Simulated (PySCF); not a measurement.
**Run report: SF2, excited-state calculation**

System: SF2 (sulfur difluoride), SMILES FSF.
Method: ADC(2)/SBKJC, RHF, core potentials sbkjc (PySCF 2.14.0).

The geometry was optimised with HF/jorge-DZP-DKH.

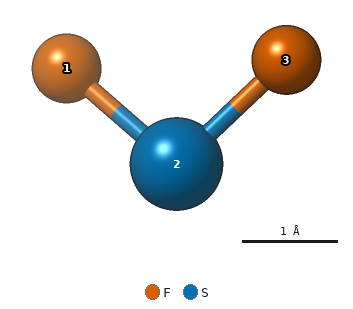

The structure as given in the input (ball-and-stick view, seen at an oblique angle; atoms are numbered from 1 in the order of the input). Bond lengths as drawn: F–S 1.60 Å.

Results in brief

```csv
quantity,value
outcome,converged
SCF energy,−57.477695 hartree
correlation energy,−0.250151 hartree
basis functions,24
HOMO of the SCF reference,−11.82 eV
LUMO of the SCF reference,1.67 eV
lowest excitation,4.13 eV
hardware,"1 thread of Arm Neoverse V2, 24 GiB of memory available, shared host"
wall time,0.98 s
peak memory,0.14 GiB
```

Input file (run.py)
```python
from pyscf import gto, adc

mol = gto.M(
    atom=[
    ('F', (0.481964, 1.022551, 0.460289)),
    ('S', (-0.562701, 0.135140, -0.369613)),
    ('F', (0.138347, -1.282740, -0.113280)),
],
    verbose=4,
    basis='sbkjc',
    ecp='sbkjc',
    max_memory=1860,
    charge=0,
)

mf = mol.RHF()
mf.kernel()

myadc = adc.ADC(mf)
myadc.method = 'adc(2)'

myadc.method_type = 'ee'
e, vec, osc, x = myadc.kernel(nroots=6)

roots = e * 27.211386
print('root  energy (eV)  strength')
for i, (w, f) in enumerate(zip(roots, osc), 1):
    print('%3d %10.4f %10.5f' % (i, w, f))
```

Run as:
```bash
OMP_NUM_THREADS=1 python run.py
```

Output
```
PySCF version 2.14.0

[INPUT] num. atoms = 3
[INPUT] num. electrons = 20
[INPUT] charge = 0
[INPUT] spin (= nelec alpha-beta = 2S) = 0
[INPUT] symmetry False subgroup None
[INPUT] Mole.unit = angstrom
[INPUT] Symbol           X                Y                Z      unit          X                Y                Z       unit  Magmom
[INPUT]  1 F      0.481964000000   1.022551000000   0.460289000000 AA    0.910779961900   1.932341338400   0.869820148150 Bohr   0.0
[INPUT]  2 S     -0.562701000000   0.135140000000  -0.369613000000 AA   -1.063350780019   0.255377588474  -0.698467342079 Bohr   0.0
[INPUT]  3 F      0.138347000000  -1.282740000000  -0.113280000000 AA    0.261437940155  -2.424027289025  -0.214068175391 Bohr   0.0

nuclear repulsion = 38.5435774938511
number of shells = 12
number of NR pGTOs = 48
number of NR cGTOs = 24
basis = sbkjc
ecp = sbkjc

******** <class 'pyscf.scf.hf.RHF'> ********
method = RHF
initial guess = minao
damping factor = 0
level_shift factor = 0
DIIS = <class 'pyscf.scf.diis.CDIIS'>
diis_start_cycle = 1
diis_space = 8
diis_damp = 0
SCF conv_tol = 1e-09
SCF conv_tol_grad = None
SCF max_cycles = 50
direct_scf = True
direct_scf_tol = 1e-13
Set gradient conv threshold to 3.16228e-05
Initial guess from minao.
init E= -54.800780668915
  HOMO = 0.00337370725331532  LUMO = 0.174214635012479  gap/eV = 4.64882
cycle= 1 E= -57.0982560279298  delta_E= -2.3  |g|= 1.35  |ddm|= 4.23
  HOMO = -0.474540201200836  LUMO = -0.0335272344840852  gap/eV = 12.00057
cycle= 2 E= -57.3586319676115  delta_E= -0.26  |g|= 0.775  |ddm|= 1.59
  HOMO = -0.453565381357398  LUMO = 0.0353296666982128  gap/eV = 13.30351
cycle= 3 E= -57.476787599797  delta_E= -0.118  |g|= 0.0393  |ddm|= 0.572
  HOMO = -0.431543980355898  LUMO = 0.0627676414284355  gap/eV = 13.45090
cycle= 4 E= -57.4776046307125  delta_E= -0.000817  |g|= 0.0113  |ddm|= 0.0711
  HOMO = -0.434957891244157  LUMO = 0.0610986952772958  gap/eV = 13.49839
cycle= 5 E= -57.4776888133864  delta_E= -8.42e-05  |g|= 0.00258  |ddm|= 0.0259
  HOMO = -0.434592947117826  LUMO = 0.0612754490436118  gap/eV = 13.49327
cycle= 6 E= -57.4776947806424  delta_E= -5.97e-06  |g|= 0.000685  |ddm|= 0.00662
  HOMO = -0.4345385853351  LUMO = 0.0613200574407171  gap/eV = 13.49300
cycle= 7 E= -57.4776952276215  delta_E= -4.47e-07  |g|= 8.44e-05  |ddm|= 0.00206
  HOMO = -0.434534115978785  LUMO = 0.0613011966339365  gap/eV = 13.49237
cycle= 8 E= -57.4776952335904  delta_E= -5.97e-09  |g|= 1.73e-05  |ddm|= 0.000226
  HOMO = -0.434536445397566  LUMO = 0.0613014398829883  gap/eV = 13.49244
cycle= 9 E= -57.4776952338291  delta_E= -2.39e-10  |g|= 3.29e-06  |ddm|= 4.87e-05
  HOMO = -0.434536563476482  LUMO = 0.0613012793086265  gap/eV = 13.49243
```

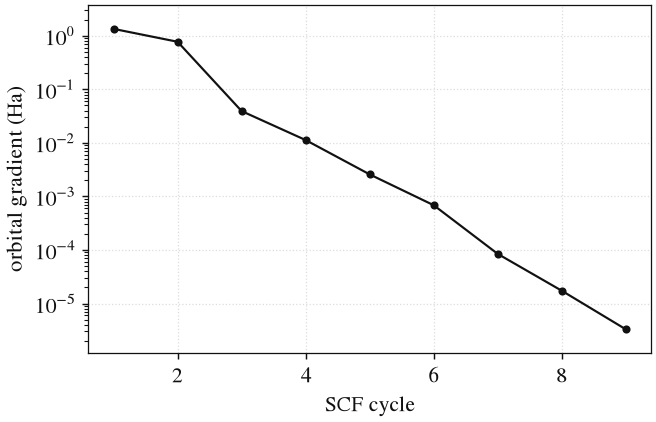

Convergence of the self-consistent field: orbital gradient against the SCF cycle. The residual falls at every step.

```
Extra cycle  E= -57.477695233836  delta_E= -6.82e-12  |g|= 1.51e-06  |ddm|= 5.66e-06
converged SCF energy = -57.477695233836

******** <class 'pyscf.adc.radc.RADC'> ********
******** ADC Orbital Information ********
Number of Frozen Occupied Orbitals: 0
Number of Frozen Virtual Orbitals: 0
Number of Active Occupied Orbitals: 10
Number of Active Virtual Orbitals: 14
*****************************************
Reference correlation energy (doubles): -0.25015097
MP2 correlation energy of reference state (a.u.) = -0.25015097

******** <class 'pyscf.adc.radc_ee.RADCEE'> ********
max_space = 12
max_cycle = 50
conv_tol = 1e-08

*************************************************************
        ADC calculation summary (singlet states only)
*************************************************************
adc(2) root 0  |  Energy (Eh) =   0.1515948061  |  Energy (eV) =   4.12510479  |  Osc. strength = 0.00000000  |  conv = True
adc(2) root 1  |  Energy (Eh) =   0.2030913556  |  Energy (eV) =   5.52639727  |  Osc. strength = 0.01607279  |  conv = True
adc(2) root 2  |  Energy (Eh) =   0.3213350493  |  Energy (eV) =   8.74397207  |  Osc. strength = 0.00756643  |  conv = True
adc(2) root 3  |  Energy (Eh) =   0.3328080429  |  Energy (eV) =   9.05616813  |  Osc. strength = 0.04187566  |  conv = True
adc(2) root 4  |  Energy (Eh) =   0.3399790451  |  Energy (eV) =   9.25130104  |  Osc. strength = 0.01093531  |  conv = True
adc(2) root 5  |  Energy (Eh) =   0.3629511046  |  Energy (eV) =   9.87640261  |  Osc. strength = 0.08826393  |  conv = True
root  energy (eV)  strength
  1     4.1251    0.00000
  2     5.5264    0.01607
  3     8.7440    0.00757
  4     9.0562    0.04188
  5     9.2513    0.01094
  6     9.8764    0.08826
```

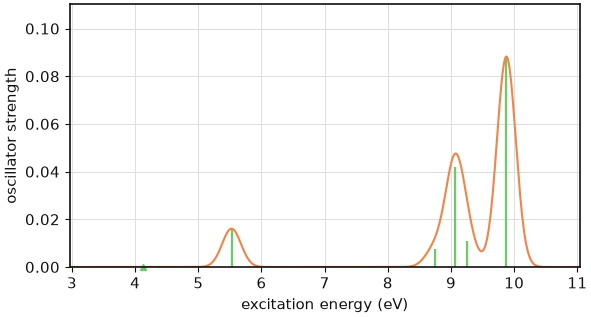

Computed excitations as sticks (degenerate states added up, dark ones marked on the axis), with a Gaussian envelope of 0.35 eV full width at half maximum, scaled to the tallest. Of the 6 states the lowest lies at 4.13 eV (f = 0.000); the strongest line is at 9.88 eV, or 126 nm (f = 0.088).

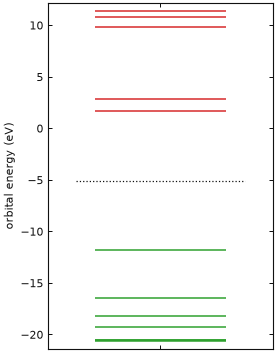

Orbital energies near the frontier (SCF reference); the dotted line parts filled from empty levels, and levels within 0.02 eV of each other stand side by side. Highest filled −11.82 eV, lowest empty 1.67 eV, 13.49 eV apart.
